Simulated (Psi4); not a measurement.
**BSiH4 (SMILES B[SiH2]): UMP2.5/def2-TZVPD (fitted SCF)**

What is the vertical ionisation energy of BSiH4 at UMP2.5/def2-TZVPD (fitted SCF)? 

The results are computed with Psi4 1.11.

1 further run of the same task is left out (set aside as unsound or not needed).

### Step 1. Starting point

BSiH4 has 6 atoms, charge 0, and is taken as a doublet. As SMILES, `B[SiH2]`. The coordinates come from a GFN2-xTB relaxation.

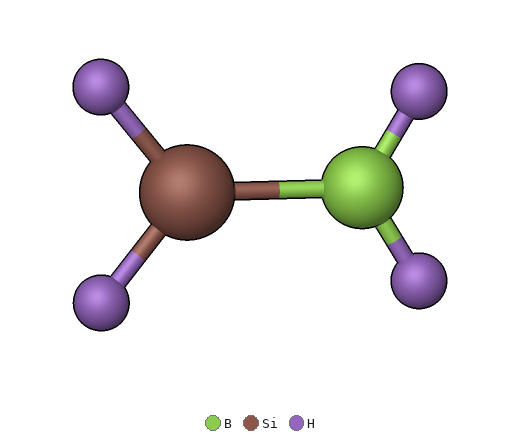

The structure, seen from a chosen angle (boron green, silicon brown, hydrogen purple).

### Step 2. The energy at UMP2.5/def2-TZVPD (fitted SCF)

Input file input.dat:

```
memory 1600 mb

molecule {
  0 2
  B
  Si 1 1.878189
  H 1 1.177637 2 121.24341
  H 1 1.177564 3 117.46443 2 -179.96558
  H 2 1.472859 1 128.97865 4 0.27803
  H 2 1.473047 5 102.25021 1 -179.9109
}

set globals {
  reference   uhf
  scf_type    df
  freeze_core true
  mp_type     conv
}

e = energy("mp2.5/def2-TZVPD")
```

Launch:

```console
$ psi4 input.dat output.dat -n 1
```

output.dat:

```text
[...]
  Running in c1 symmetry.
[...]
  Nuclear repulsion =   42.606548563778645
[...]
  Multiplicity = 2
[...]
  Nalpha       = 12
  Nbeta        = 11
[...]
    Number of basis functions: 116
[...]
   @DF-UHF iter   1:  -315.83590083385366   -7.38069e-01   2.15518e-03 DIIS/ADIIS
[...]
   @DF-UHF iter  14:  -315.89065198017130   -6.93490e-12   3.19791e-09 DIIS
[...]
   @S^2 Observed:                7.635591806E-01
[...]
    Orbital Energies [Eh]
    ---------------------
    Alpha Occupied:
       1A    -68.777791     2A     -7.597828     3A     -6.132232
       4A     -4.245207     5A     -4.235726     6A     -4.234975
       7A     -0.769240     8A     -0.650837     9A     -0.514088
      10A     -0.469959    11A     -0.454456    12A     -0.315346
    Alpha Virtual:
      13A      0.049122    14A      0.060980    15A      0.067800
      16A      0.117832    17A      0.120108    18A      0.131935
      19A      0.139749    20A      0.144567    21A      0.150926
      22A      0.169625    23A      0.179535    24A      0.185796
      25A      0.198292    26A      0.205561    27A      0.231534
[...]
  @DF-UHF Final Energy:  -315.89065198017130
   => Energetics <=
    Nuclear Repulsion Energy =             42.6065485637786452
    One-Electron Energy =                -520.6068992462862752
    Two-Electron Energy =                 162.1096987023363454
    Total Energy =                       -315.8906519801712989
  UHF NO Occupations:
  HONO-2 :   10  A 1.9995020
  HONO-1 :   11  A 1.9943411
[...]
 Multipole Moments:
 ------------------------------------------------------------------------------------
     Multipole            Electronic (a.u.)      Nuclear  (a.u.)        Total (a.u.)
 ------------------------------------------------------------------------------------
 L = 1.  Multiply by 2.5417464519 to convert [e a0] to [Debye]
 Dipole X            :         -0.0026176            0.0024811           -0.0001365
 Dipole Y            :         -0.0049294            0.0035626           -0.0013668
 Dipole Z            :         -0.1318507            0.4181536            0.2863029
 Magnitude           :                                                    0.2863062
[...]
	SCS-MP2 Total Energy (a.u.)        :  -316.10781541890003
	SOS-MP2 Total Energy (a.u.)        :  -316.11404447147436
	SCSN-MP2 Total Energy (a.u.)       :  -315.94849430212321
[...]
	SOS-PI-MP2 Total Energy (a.u.)     :  -316.13122850926692
[...]
	MP2 Total Energy (a.u.)            :  -316.09535731375121
[...]
```

It took 34 s on 1 thread of Intel Xeon Platinum 8488C (Sapphire Rapids), shared host; peak memory 1.5 GiB.

### Step 3. The singlet cation at the same level

Input file calc.inp:

```
memory 1600 mb

molecule molecule1 {
  1 1
  B     -0.003690    -1.037180     0.114670
  Si     0.004430     0.829590    -0.091960
  H     -0.730970    -1.564260     0.876300
  H      0.717450    -1.725110    -0.512520
  H      0.828120     1.658960    -0.988060
  H     -0.815330     1.838000     0.601560
}

set reference uhf
set scf_type df
set freeze_core true
set mp_type conv

e, wfn = energy('mp2.5/def2-TZVPD', return_wfn=True)
print_variables()
```

Launch:

```console
$ psi4 -n 1 calc.inp calc.out
```

calc.out:

```text
[...]
  Running in c1 symmetry.
[...]
  Nuclear repulsion =   42.606551184856968
[...]
  Multiplicity = 1
[...]
  Nalpha       = 11
  Nbeta        = 11
[...]
    Number of basis functions: 116
[...]
   @DF-UHF iter   1:  -315.56361407140997   -4.65782e-01   1.77324e-03 ADIIS/DIIS
[...]
   @DF-UHF iter  10:  -315.60184558792332   -1.46656e-11   3.83177e-09 DIIS
[...]
   @S^2 Observed:               -4.263256415E-14
[...]
    Orbital Energies [Eh]
    ---------------------
    Alpha Occupied:
       1A    -69.076728     2A     -7.841771     3A     -6.428049
       4A     -4.533681     5A     -4.530788     6A     -4.530679
       7A     -1.001964     8A     -0.880820     9A     -0.749997
      10A     -0.703297    11A     -0.702275
    Alpha Virtual:
      12A     -0.264555    13A     -0.115649    14A     -0.096589
      15A     -0.074713    16A     -0.059480    17A     -0.055460
      18A     -0.034893    19A     -0.032572    20A     -0.018480
      21A      0.005088    22A      0.011527    23A      0.020719
      24A      0.030910    25A      0.046975    26A      0.053293
[...]
  @DF-UHF Final Energy:  -315.60184558792332
   => Energetics <=
    Nuclear Repulsion Energy =             42.6065511848569685
    One-Electron Energy =                -514.4566939712540261
    Two-Electron Energy =                 156.2482971984737219
    Total Energy =                       -315.6018455879233215
  UHF NO Occupations:
  HONO-2 :    9  A 2.0000000
  HONO-1 :   10  A 2.0000000
[...]
 Multipole Moments:
 ------------------------------------------------------------------------------------
     Multipole            Electronic (a.u.)      Nuclear  (a.u.)        Total (a.u.)
 ------------------------------------------------------------------------------------
 L = 1.  Multiply by 2.5417464519 to convert [e a0] to [Debye]
 Dipole X            :          0.0051683           -0.0024783            0.0026899
 Dipole Y            :         -0.1290967            0.4157054            0.2866088
 Dipole Z            :          0.0134282           -0.0453223           -0.0318942
 Magnitude           :                                                    0.2883905
[...]
	SCS-MP2 Total Energy (a.u.)        :  -315.80152997532525
	SOS-MP2 Total Energy (a.u.)        :  -315.81042421824799
	SCSN-MP2 Total Energy (a.u.)       :  -315.63959899822351
[...]
	SOS-PI-MP2 Total Energy (a.u.)     :  -315.82646872827297
[...]
	MP2 Total Energy (a.u.)            :  -315.78374148947995
[...]
```

Run time: 35 s. Hardware: 1 thread of Intel Xeon Platinum 8488C (Sapphire Rapids), shared host; peak memory 1.5 GiB.

### Step 4. Outcome

Level: UMP2.5/def2-TZVPD (fitted SCF), 6 core orbitals frozen.

```
                                                                 quantity          value
                                              doublet BSiH4: total energy  -316.11252 Eh
doublet BSiH4: HOMO energy (Hartree–Fock orbitals) (highest over α and β)       -8.58 eV
 doublet BSiH4: LUMO energy (Hartree–Fock orbitals) (lowest over α and β)        0.27 eV
               doublet BSiH4: correlation energy (6 core orbitals frozen)     -221.9 mEh
                         doublet BSiH4: ⟨S²⟩ of the reference determinant          0.764
                                             singlet cation: total energy  -315.80036 Eh
                      singlet cation: HOMO energy (Hartree–Fock orbitals)      -19.11 eV
                      singlet cation: LUMO energy (Hartree–Fock orbitals)       -7.20 eV
                    singlet cation: HOMO–LUMO gap (Hartree–Fock orbitals)       11.91 eV
              singlet cation: correlation energy (6 core orbitals frozen)     -198.5 mEh
                       vertical ionisation energy (to the singlet cation)       8.494 eV
```

**Reading.** Removing an electron at fixed nuclei costs 8.49 eV (196 kcal/mol). Only the singlet of the ionised species was computed; a triplet could lie lower.
